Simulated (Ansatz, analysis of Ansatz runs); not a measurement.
# How often does Br try the jump in CsLiBr2 (P4/nmm)?

Aim: the prefactor of a hop in CsLiBr2 (P4/nmm) (V_Br hop (4.2 Å), charge +1) from the modes of the moving atom at the start and at the top of a path found beforehand. Model: a cell of 64 host atoms with 1 Br taken out.

Method: plane-wave PAW DFT, PBEsol; finite-difference force constants of the moving atom alone, in Ansatz 0.2.0.

## Step 1: Starting point

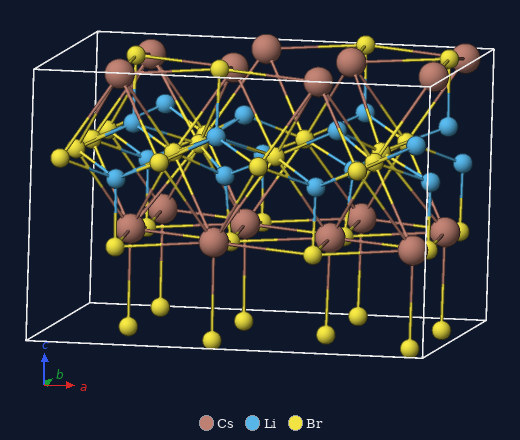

Start, viewed slightly off an axis; caesium pink, lithium blue, bromine yellow. Some periodic images of atoms are drawn too.

The cell holds 63 atoms: 16 Cs, 16 Li and 31 Br. Cell: a = 14.446 Å, b = 14.446 Å, c = 9.811 Å, α = 90.0°, β = 90.0°, γ = 90.0°. It derives from CsLiBr2 (space group P4/nmm). Nearest the centre at fractional (0.438, 0.438, 0.832): Li8 at 1.75 Å, Br10 at 2.07 Å, Br32 at 3.06 Å, Br47 at 3.06 Å, Cs35 at 3.20 Å, Cs20 at 3.20 Å, Li37 at 4.04 Å, Li22 at 4.04 Å. The cell carries charge +1.

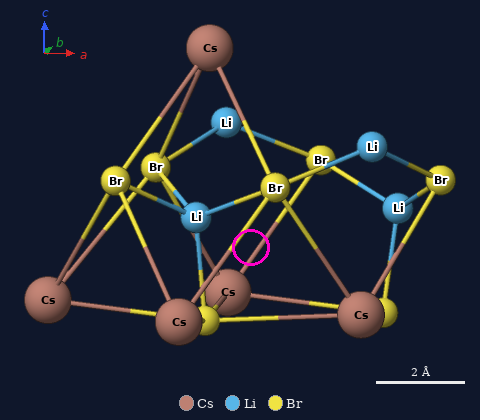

The atoms within 5 Å of the centre. A ring marks the centre wherever it is empty.

The cell's shortest repeat is 9.8 Å.

## Step 2: Vibrations of the moving atom at the start point

Harmonic transition-state theory takes the prefactor from the modes at the minimum and at the top. Only the moving atom is displaced, by 0.02 Å, which takes six displaced runs and a reference; the host's atoms are held.

qp1.start.modes/input.yaml reads:

```yaml
crystal:
  lattice:
    - [10.21487051, 10.21487051, 0.0]
    - [-10.21487051, 10.21487051, 0.0]
    - [0.0, 0.0, 9.8110832]
  atoms:
    - { symbol: Cs, position: [0.12443569, 0.12459825, 0.30098637] }
    - { symbol: Cs, position: [0.37224474, 0.37237184, 0.30530471] }
    - { symbol: Cs, position: [0.12349623, 0.37447195, 0.69617091] }
    - { symbol: Cs, position: [0.3743002, 0.12373871, 0.69613236] }
    - { symbol: Li, position: [0.12326792, 0.37293202, 0.08442512] }
    - { symbol: Li, position: [0.37286052, 0.12332268, 0.08432125] }
    - { symbol: Li, position: [0.12310272, 0.12330532, 0.91451945] }
    - { symbol: Li, position: [0.36010386, 0.36018126, 0.90800496] }
    - { symbol: Br, position: [0.12547781, 0.12573163, 0.66330063] }
    - { symbol: Br, position: [0.37656515, 0.37675612, 0.66369107] }
    - { symbol: Br, position: [0.12496224, 0.37645543, 0.33463855] }
    - { symbol: Br, position: [0.37635846, 0.12504147, 0.33451077] }
    - { symbol: Br, position: [0.00021721, 0.0004963, -0.00018554] }
    - { symbol: Br, position: [0.2468575, 0.24688776, 0.00234205] }
    - { symbol: Br, position: [2.139e-05, 0.25077288, -0.00033466] }
    - { symbol: Br, position: [0.25048162, 0.00010267, -0.00034763] }
    - { symbol: Cs, position: [0.12364753, 0.62626811, 0.30377416] }
    - { symbol: Cs, position: [0.37423896, 0.87646981, 0.30375967] }
    - { symbol: Cs, position: [0.12439666, 0.87620476, 0.69873774] }
    - { symbol: Cs, position: [0.3723001, 0.62778768, 0.6948824] }
    - { symbol: Li, position: [0.12319797, 0.8773803, 0.08515871] }
    - { symbol: Li, position: [0.36018234, 0.63983478, 0.09209615] }
    - { symbol: Li, position: [0.12298416, 0.6278561, 0.91555913] }
    - { symbol: Li, position: [0.37279993, 0.87678214, 0.91556985] }
    - { symbol: Br, position: [0.12500505, 0.62431818, 0.66539074] }
    - { symbol: Br, position: [0.37625741, 0.87507511, 0.66536673] }
    - { symbol: Br, position: [0.12546901, 0.87507467, 0.33638917] }
    - { symbol: Br, position: [0.37664367, 0.62341079, 0.33646432] }
    - { symbol: Br, position: [5.79e-05, 0.50051601, 5.452e-05] }
    - { symbol: Br, position: [0.24684062, 0.75323404, -0.00193838] }
    - { symbol: Br, position: [-1.707e-05, 0.75036371, -7.116e-05] }
    - { symbol: Br, position: [0.27070997, 0.50001513, 0.00011498] }
    - { symbol: Cs, position: [0.62612369, 0.1237385, 0.30379832] }
    - { symbol: Cs, position: [0.87633122, 0.37449278, 0.30370901] }
    - { symbol: Cs, position: [0.62765604, 0.3725366, 0.69462181] }
    - { symbol: Cs, position: [0.87597192, 0.12469436, 0.69873966] }
    - { symbol: Li, position: [0.63982643, 0.36031799, 0.09192111] }
    - { symbol: Li, position: [0.87729982, 0.12335885, 0.08521007] }
    - { symbol: Li, position: [0.62743352, 0.12347282, 0.91563118] }
    - { symbol: Li, position: [0.87656715, 0.37319623, 0.91562165] }
    - { symbol: Br, position: [0.62414419, 0.12522395, 0.66541473] }
    - { symbol: Br, position: [0.87488438, 0.37658742, 0.66537918] }
    - { symbol: Br, position: [0.62321795, 0.37678038, 0.33624673] }
    - { symbol: Br, position: [0.87497068, 0.12576881, 0.33646248] }
    - { symbol: Br, position: [0.50024364, 4.517e-05, -1.882e-05] }
    - { symbol: Br, position: [0.75324984, 0.24707241, -0.00198309] }
    - { symbol: Br, position: [0.50003883, 0.27054645, -0.0002334] }
    - { symbol: Br, position: [0.75004004, 0.00032336, 0.00027356] }
    - { symbol: Cs, position: [0.62768851, 0.62789322, 0.30560978] }
    - { symbol: Cs, position: [0.875963, 0.8762415, 0.30136886] }
    - { symbol: Cs, position: [0.62601703, 0.87666326, 0.69643476] }
    - { symbol: Cs, position: [0.87643911, 0.62640556, 0.6962832] }
    - { symbol: Li, position: [0.62760138, 0.87710394, 0.08470229] }
    - { symbol: Li, position: [0.87695999, 0.62786, 0.08452359] }
    - { symbol: Li, position: [0.63988433, 0.64008131, 0.90831524] }
    - { symbol: Li, position: [0.87702109, 0.87749245, 0.91476573] }
    - { symbol: Br, position: [0.62335441, 0.62358271, 0.6639548] }
    - { symbol: Br, position: [0.87479544, 0.8751286, 0.66351986] }
    - { symbol: Br, position: [0.62411403, 0.8751996, 0.33486991] }
    - { symbol: Br, position: [0.87504911, 0.62430593, 0.33467725] }
    - { symbol: Br, position: [0.75320002, 0.75348203, 0.00210536] }
    - { symbol: Br, position: [0.49998531, 0.72949572, 0.00030626] }
    - { symbol: Br, position: [0.72944811, 0.50019463, 0.00011565] }
  symmetry: { detect: false }
total_charge: 1
basis:
  ecutwfc: 420
  xc_grid: 2
hamiltonian:
  xc: pbesol
kpoints:
  mp_grid: { grid: [1, 1, 1], shift: [0.25, 0.25, 0.25] }
scf:
  occupations: { method: fixed }
  max_iter: 150
phonons:
  supercell: [1, 1, 1]
  displaced_sites: [9]
  amplitude: 0.02
```

The run is started by

```
$ ansatz run input.yaml --threads 32 --pin off --max-ram 84787MiB --backend cuda --events-out ev --progress --plain --runs-dir out --max-vram 78GiB
```

Numbers of over 12 decimals in the logs are rounded to 6 here.

What it wrote:

```text
Engine: ansatz 0.2.0, aarch64-unknown-linux-gnu
[...]
Pseudopotential: Cs, paw, valence charge 9, recommended cutoff 420 eV (normal), Cs.paw.azcp
Pseudopotential: Li, paw, valence charge 3, recommended cutoff 420 eV (normal), Li.paw.azcp
Pseudopotential: Br, paw, valence charge 7, recommended cutoff 420 eV (normal), Br.paw.azcp
Functional definition: PBEsol
[...]
Crystal: 63 atoms, lattice volume = 2047.447 Å³
Basis set: ecut = 420 eV, 39949 PW (Γ), exchange–correlation on 200×200×144 points (8 copies of the dense FFT grid, shifted against one another)
Bands: 267, of which v1, the nominal top of the filled ones, is band 204 counted from 1 (203 counted from 0)
[...]
k-points: 1
[...]
Functional: x = pbesol(κ = 0.804, μ = 0.123457), c = pbesol(β = 0.046)
SCF iter   1: F=—  HF=-177561.196073 eV  |F-HF|=—  |Δ(HF+E_count)|=         —  Δρ=1.46e-3  dr2=6.31e-2  ethr=1.77e-3  ⟨swp⟩=5.0  Hψ=973  notcnv=0  defer=61
[...]
SCF iter   2: F=—  HF=-177561.158066 eV  |F-HF|=—  |Δ(HF+E_count)|=   3.80e-2  Δρ=7.59e-4  dr2=1.70e-2  ethr=1.55e-5  ⟨swp⟩=5.0  Hψ=503  notcnv=0  defer=61
[...]
SCF 1 converged in 9 iterations: F = -177561.156381 eV  dr2 = 5.11e-10
[...]
SCF iter   7: F=-177561.156142 eV  HF=-177561.156142 eV  |F-HF|=0.00e0  |Δ(HF+E_count)|=  1.75e-10  Δρ=1.59e-8  dr2=1.24e-11  ethr=1.00e-12  ⟨swp⟩=4.0  Hψ=851  notcnv=0
[...]
SCF iter   5: F=-177561.156127 eV  HF=-177561.156127 eV  |F-HF|=0.00e0  |Δ(HF+E_count)|=  1.75e-10  Δρ=2.76e-8  dr2=1.78e-11  ethr=1.00e-12  ⟨swp⟩=4.0  Hψ=860  notcnv=0
[...]
SCF 7 converged in 5 iterations: F = -177561.155723 eV  dr2 = 1.99e-11
SCF converged after 9 iterations
[...]
--- Band table (eV) ---
[...]
--- Phonons: 6 displaced members + reference (amplitude 0.02 Å, Σ member SCF iterations 36) ---
  symmetry images taken by strict's conditions (phonons.symmetry_images: auto; settled by no image being taken that strict refuses)
  force constants formed among 1 of 63 sites (Br 9); the other 62 at rest. The modes move the named sites alone.
  the frequencies, the zero-point energy and the sums are of the block with the acoustic sum rule laid on its rows. Row sums over every site: 4.7e-5 eV/Å² at the most
  transpose residual: 3.0e-4 eV/Å²
  largest component of a force at the reference: 6.7e-3 eV/Å on a named site, 1.0e-2 eV/Å on a site at rest
  frequencies among the named sites at Γ of the cell (cm⁻¹): 60.23 64.80 110.84
  unstable modes among the named sites: 0
  frequencies as built, with no sum rule (cm⁻¹): 60.22 64.80 110.84
  zero-point energy: 0.014622 eV/cell   skipped modes (ω ≤ 0): 0
  not written: the harmonic force-constant file, the file of eigenvectors (these modes' are written with the force constants), the density of states and the dispersion, which are of every site
[...]
```

Wall time 3.4 s (1 × NVIDIA GB200 with 32 threads of Arm Neoverse V2, shared host); peak memory 2.3 GiB; 15 s of CPU time.

This step gave:

```yaml
free_energy: -177561.1564 eV
frequencies_of_moving_atom: 60.23, 64.80, 110.8 cm⁻¹ (negative: imaginary)
```

The three modes are 60, 65 and 111 cm⁻¹: all real, a minimum for this atom with the others held.

## Step 3: Vibrations of the moving atom at the top of the path

The same at the top, where the mode along the path should be imaginary.

qp1.top.modes/input.yaml reads:

```yaml
crystal:
  lattice:
    - [10.21487051, 10.21487051, 0.0]
    - [-10.21487051, 10.21487051, 0.0]
    - [0.0, 0.0, 9.8110832]
  atoms:
    - { symbol: Cs, position: [0.12243129, 0.12225144, 0.30804526] }
    - { symbol: Cs, position: [0.37212474, 0.37243365, 0.31435337] }
[... 5 atom lines left out ...]
    - { symbol: Li, position: [0.36624899, 0.36708003, 0.95196227] }
[... 1 atom line left out ...]
    - { symbol: Br, position: [0.45873885, 0.46140771, 0.81278212] }
[... 3 atom lines left out ...]
    - { symbol: Br, position: [0.2485805, 0.2486825, 0.00722628] }
[... 5 atom lines left out ...]
    - { symbol: Cs, position: [0.37359632, 0.65357126, 0.67257269] }
[... 1 atom line left out ...]
    - { symbol: Li, position: [0.36022333, 0.63362506, 0.07283319] }
[... 9 atom lines left out ...]
    - { symbol: Br, position: [0.24684971, 0.49864308, 0.0214569] }
[... 2 atom lines left out ...]
    - { symbol: Cs, position: [0.65164406, 0.37390807, 0.67594258] }
[... 1 atom line left out ...]
    - { symbol: Li, position: [0.63385576, 0.35984564, 0.0759744] }
[... 9 atom lines left out ...]
    - { symbol: Br, position: [0.49851892, 0.2488061, 0.02050092] }
[... 7 atom lines left out ...]
    - { symbol: Li, position: [0.62877543, 0.62918218, 0.88937432] }
[... 1 atom line left out ...]
    - { symbol: Br, position: [0.63274013, 0.63290432, 0.6418308] }
[... 5 atom lines left out ...]
    - { symbol: Br, position: [0.72873011, 0.49821889, -0.0107704] }
  symmetry: { detect: false }
total_charge: 1
basis:
  ecutwfc: 420
  xc_grid: 2
hamiltonian:
  xc: pbesol
kpoints:
  mp_grid: { grid: [1, 1, 1], shift: [0.25, 0.25, 0.25] }
scf:
  occupations: { method: fixed }
  max_iter: 150
phonons:
  supercell: [1, 1, 1]
  displaced_sites: [9]
  amplitude: 0.02
```

What it wrote:

```text
[...]
Crystal: 63 atoms, lattice volume = 2047.447 Å³
Basis set: ecut = 420 eV, 39949 PW (Γ), exchange–correlation on 200×200×144 points (8 copies of the dense FFT grid, shifted against one another)
Bands: 267, of which v1, the nominal top of the filled ones, is band 204 counted from 1 (203 counted from 0)
[...]
k-points: 1
[...]
SCF iter   1: F=—  HF=-177560.500988 eV  |F-HF|=—  |Δ(HF+E_count)|=         —  Δρ=1.50e-3  dr2=8.10e-2  ethr=1.77e-3  ⟨swp⟩=6.0  Hψ=980  notcnv=0  defer=61
[...]
SCF iter   2: F=—  HF=-177560.457793 eV  |F-HF|=—  |Δ(HF+E_count)|=   4.32e-2  Δρ=7.76e-4  dr2=2.06e-2  ethr=1.99e-5  ⟨swp⟩=4.0  Hψ=500  notcnv=0  defer=61
[...]
SCF 1 converged in 9 iterations: F = -177560.454276 eV  dr2 = 6.04e-10
[...]
SCF iter   7: F=-177560.453762 eV  HF=-177560.453762 eV  |F-HF|=2.91e-11  |Δ(HF+E_count)|=  3.49e-10  Δρ=1.94e-8  dr2=1.96e-11  ethr=1.00e-12  ⟨swp⟩=4.0  Hψ=866  notcnv=0
[...]
SCF iter   5: F=-177560.453658 eV  HF=-177560.453658 eV  |F-HF|=0.00e0  |Δ(HF+E_count)|=  2.91e-10  Δρ=3.50e-8  dr2=2.88e-11  ethr=1.00e-12  ⟨swp⟩=5.0  Hψ=855  notcnv=0
[...]
SCF 7 converged in 5 iterations: F = -177560.453907 eV  dr2 = 3.54e-11
SCF converged after 9 iterations
[...]
--- Band table (eV) ---
[...]
transpose residual: 4.7e-4 eV/Å²
[...]
frequencies among the named sites at Γ of the cell (cm⁻¹): -31.54 98.12 129.11
  unstable modes among the named sites: 1
  frequencies as built, with no sum rule (cm⁻¹): -31.54 98.12 129.11
  zero-point energy: 0.014087 eV/cell   skipped modes (ω ≤ 0): 1, of them read as no rigid motion or as one in doubt: 1 (1.000e0 modes/cell left out, lowest -31.54 cm⁻¹)
[...]
```

Wall time 3.1 s (1 × NVIDIA GB200 with 32 threads); peak memory 2.3 GiB.

This step gave:

```yaml
free_energy: -177560.4543 eV
frequencies_of_moving_atom: -31.54, 98.12, 129.1 cm⁻¹ (negative: imaginary)
```

The three modes are 32i, 98 and 129 cm⁻¹: one imaginary, a saddle of first order for this atom with the others held.

## Step 4: Attempt frequency and hop rate

Analysis of the runs above: harmonic transition-state theory from the moving atom's modes alone (Vineyard), PBEsol.

It gives:

```yaml
attempt_frequency: 1.024 THz
```

Hop rate against temperature:

```csv
temperature (K),hop rate (1/s)
200,2.1e-6
300,1.64
400,1459
600,1.3e6
800,3.9e7
1000,3.0e8
```

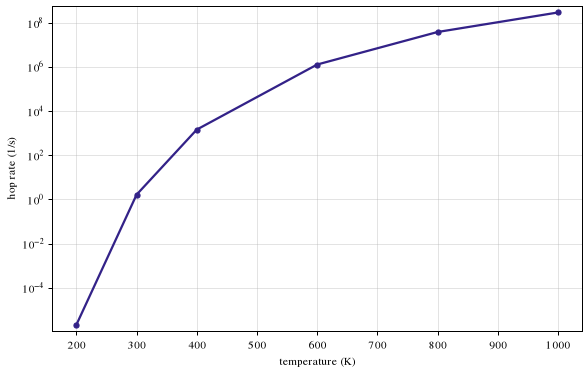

Hop rate, plotted against temperature.

## Step 5: Summary of results

- attempt frequency (attempt frequency and hop rate): 1.02 THz

In words: The attempt frequency, the product of the three frequencies at the start over that of the two real ones at the top (Vineyard), is 1.0 THz. With the barrier of 0.70 eV it gives 1.3e+06 hops a second at 600 K along this one path; equivalent neighbouring sites multiply that. The host's atoms were held, though they move along the path too, so the prefactor is rough. Limits: one k-point off the zone centre stands for the whole zone; spin–orbit coupling, which can matter with heavy atoms, is left out.

[Logs are printed without paths, hosts, clocks, repeated set-up lines and the standing remarks that a program may print on its own settings, such as how far it seeks lower states.]

[Hosts, paths, dates, database ids (printed as entryN), source tags and the programs' standing remarks are cut or masked in the printed files.]
